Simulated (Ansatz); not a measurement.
**Fields on a plane of Mg (hcp, Mg type)**

```
CELL_PARAMETERS angstrom
      3.17308     0.00000     0.00000
     -1.58654     2.74797     0.00000
      0.00000     0.00000     5.18247
ATOMIC_POSITIONS crystal
  Mg 0.33333 0.66667 0.75000
  Mg 0.66667 0.33333 0.25000
```

The slice is a (0001) plane (indices of the conventional cell) through the point (0.333, 0.667, 0.750) (fractional), spanned by u = [110] and v = [1 -1 0] in vectors of this cell: u (3.17 Å) and v (5.50 Å, at 90° to u). It covers one period; positions are fractions (u, v).

Atoms on it: Mg at (0.00, 0.00); Mg at (0.50, 0.50).

Computed with r2SCAN (plane waves to 500 eV, PAW, scalar-relativistic; Ansatz, a program for electronic structure). k mesh 17×17×9. These are valence fields of a PAW run, semicore shells included where kept as valence: close to a nucleus they are smooth pseudo fields. Mg was relaxed with its symmetry unable to fall.

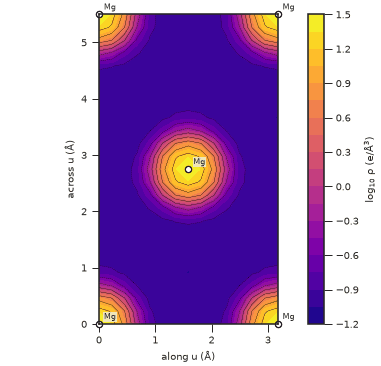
*Log₁₀ of the valence density in e/Å³, one period of the plane, atoms marked. The scale is logarithmic, as a density can span decades between atoms and voids.*

```
|xx52027872025x|
|x5300489840035|
|32002799972002|
|00026999996200|
|12368999998632|
|56778888888776|
|67776432346777|
|77641000001467|
|76510022200156|
|7630045x540036|
|762025xxx52026|
|86103xxxxx3016|
|872025xxx52027|
|9840035x530048|
|99720023200279|
|99962000002699|
|99986321236899|
|88887765677888|
|23467776777643|
|00014677764100|
|22001567651002|
|x5400367630045|
|xx52026762025x|
|xxx301686103xx|
```
Scale: ten equal steps from 0.04 (start of '0') to 0.71 (end of '9'), in the order '0123456789'. Values: electron localisation function (ELF). The map has 14 points along u (one character each, u = 0 at the left) and 24 along v (v = 0 in the bottom row). Points within 0.5 Å of a nucleus are blanked (x), as the pseudised field means little there.

Density on the Mg–Mg line (3.17 Å) at its midpoint: 0.10 e/Å³
ELF at that point: 0.58
ELF maximum in the middle third of the Mg–Mg line: 0.58, 1.6 Å from Mg
